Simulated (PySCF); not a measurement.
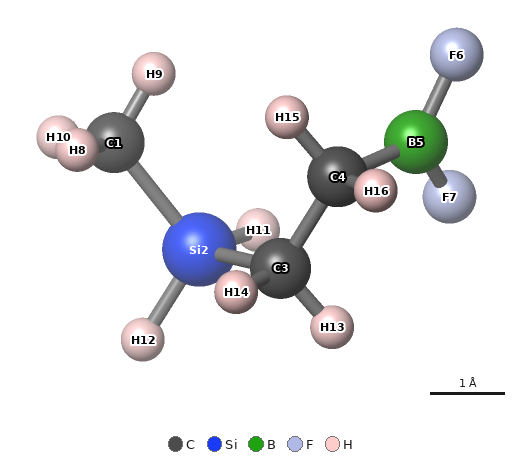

Figure 1. The structure as given in the input (ball-and-stick view, seen at a tilt; atoms are numbered from 1 in the order of the input). Bond lengths as drawn: B–C 1.57 Å, B–F 1.32 Å, C–C 1.53 Å, C–H 1.09 to 1.10 Å, C–Si 1.90 to 1.91 Å and H–Si 1.47 Å.

## Run report: C₃H₉BF₂Si, NMR shielding calculation

System: C₃H₉BF₂Si, SMILES C[SiH2]CCB(F)F.
Method: GIAO PBE0/pcSseg-1 NMR shielding, non-relativistic, gas phase (PySCF 2.14.0).

The geometry comes from this level: GFN2-xTB. It belongs to a series of runs on one base structure; here: H on Si replaced by CH3. Figures and captions count atoms from 1; the log counts them from 0 in places.

**The input**
```
{"job": {"kind": "nmr", "xc": "PBE0", "basis": "pcSseg-1"}, "charge": 0, "multiplicity": 1}
C      2.022323     0.342768     0.778812
Si     0.902798    -1.098090     0.245603
C     -0.283722    -0.483698    -1.116037
C     -1.109439     0.740906    -0.701522
B     -2.134714     0.479785     0.464369
F     -2.716187     1.460390     1.131833
F     -2.527059    -0.717877     0.850425
H      2.479582     0.833157    -0.076554
H      1.463625     1.094655     1.330105
H      2.824401    -0.003484     1.423380
H      0.157045    -1.603561     1.402019
H      1.709617    -2.180331    -0.335328
H     -0.963278    -1.289295    -1.393666
H      0.285239    -0.235786    -2.014310
H     -0.442419     1.563508    -0.433201
H     -1.675410     1.105895    -1.567341
```

The first line tells a small driver script what to run in PySCF; the rest is the geometry in Å.

Run on 1 CPU thread, shared host.

Launched with:
```bash
OMP_NUM_THREADS=1 python <driver script> task.json out
```

**The program's output**
```
coarse grid: 13720 points
cycle   1  E = -633.2251335323  dE =  4.673e-01  |g| = 7.059e-01  |ddm| = 3.390e+00
cycle   2  E = -633.1745989594  dE =  5.053e-02  |g| = 9.258e-01  |ddm| = 9.314e-01
cycle   3  E = -633.3182557794  dE = -1.437e-01  |g| = 5.694e-02  |ddm| = 5.181e-01
cycle   4  E = -633.3187538266  dE = -4.980e-04  |g| = 2.674e-02  |ddm| = 5.135e-02
cycle   5  E = -633.3189063914  dE = -1.526e-04  |g| = 4.340e-03  |ddm| = 2.289e-02
cycle   6  E = -633.3189112973  dE = -4.906e-06  |g| = 8.947e-04  |ddm| = 5.567e-03
final grid: 128320 points
cycle   7  E = -633.3676310313  dE = -5.702e-05  |g| = 7.655e-03  |ddm| = 2.312e-02
cycle   8  E = -633.3676250855  dE =  5.946e-06  |g| = 8.999e-03  |ddm| = 1.295e-02
cycle   9  E = -633.3676454027  dE = -2.032e-05  |g| = 4.365e-04  |ddm| = 7.187e-03
cycle  10  E = -633.3676454349  dE = -3.222e-08  |g| = 1.970e-04  |ddm| = 5.103e-04
cycle  11  E = -633.3676454412  dE = -6.349e-09  |g| = 5.426e-05  |ddm| = 1.421e-04
cycle  12  E = -633.3676454417  dE = -4.939e-10  |g| = 1.109e-05  |ddm| = 4.193e-05
```

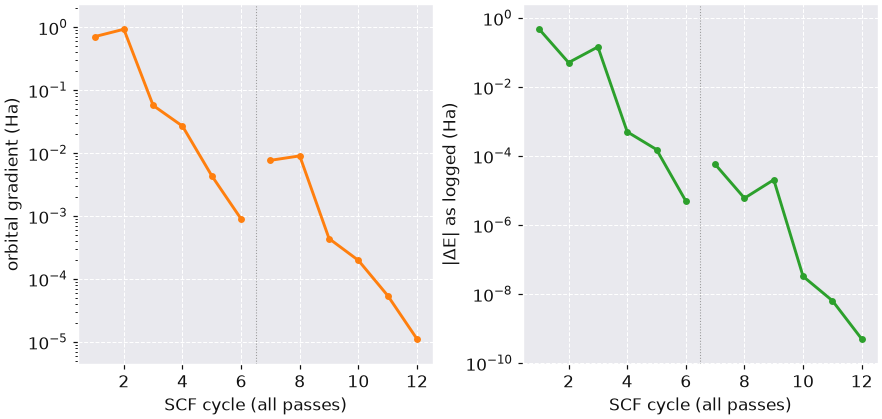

Figure 2. Convergence of the self-consistent field: orbital gradient and size of the energy change against the SCF cycle. The dotted line marks the change from a coarse to the final integration grid. The first 6 cycles use a coarse grid, the final grid takes over at cycle 7, and the field converges after 12 cycles in all.

```
converged SCF energy = -633.3676454417

GIAO shielding tensors (ppm)
atom      isotropic    diamagn.    paramagn.     s11        s22        s33       span
  0 C      195.836     253.981     -58.145    188.764    196.362    202.383     13.620
  1 Si     391.747     881.014    -489.267    355.354    391.561    428.326     72.972
  2 C      180.326     253.033     -72.707    173.066    181.038    186.874     13.809
  3 C      177.342     254.606     -77.264    167.970    172.956    191.099     23.129
  4 B       71.332     193.031    -121.699     42.835     79.649     91.512     48.676
  5 F      235.157     466.204    -231.047     54.833    289.229    361.409    306.576
  6 F      237.788     469.876    -232.088     48.875    284.674    379.815    330.940
  7 H       31.798      31.386       0.413     27.134     29.334     38.927     11.793
  8 H       31.516      32.615      -1.099     26.493     30.433     37.622     11.130
  9 H       31.544      29.129       2.416     26.786     27.917     39.930     13.145
 10 H       27.533      30.370      -2.837     23.734     26.882     31.982      8.248
 11 H       27.505      29.660      -2.155     23.753     25.506     33.257      9.504
 12 H       30.814      31.800      -0.986     26.296     28.871     37.274     10.978
 13 H       30.963      32.103      -1.140     26.026     28.831     38.032     12.006
 14 H       30.586      33.590      -3.004     25.697     30.739     35.322      9.625
 15 H       30.203      29.538       0.665     24.626     28.424     37.559     12.933
```

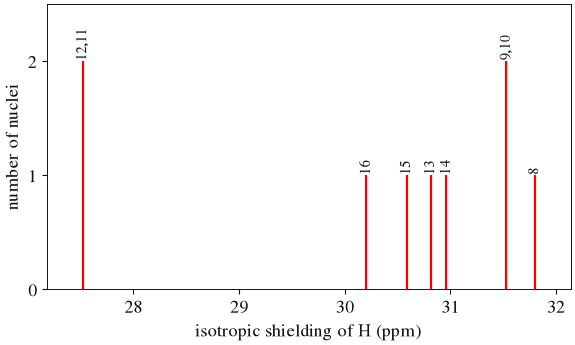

Figure 3. Isotropic shieldings of the hydrogen nuclei in this fixed geometry, labelled by atom number; shielding grows to the right, so chemical shift grows to the left. The least shielded is H12 (27.5 ppm), the most shielded H8 (31.8 ppm).

**Summary**

| quantity | value |
| --- | --- |
| outcome | converged |
| total energy | −633.367645 hartree |
| HOMO | −8.52 eV |
| LUMO | 0.11 eV |
| dipole moment | 1.92 D |
| isotropic shielding, C | 177.3 to 195.8 ppm |
| isotropic shielding, Si | 391.7 ppm |
| isotropic shielding, B | 71.3 ppm |
| isotropic shielding, F | 235.2 to 237.8 ppm |
| isotropic shielding, H | 27.5 to 31.8 ppm |
| wall time | 24 s |
| peak memory | 0.77 GiB |
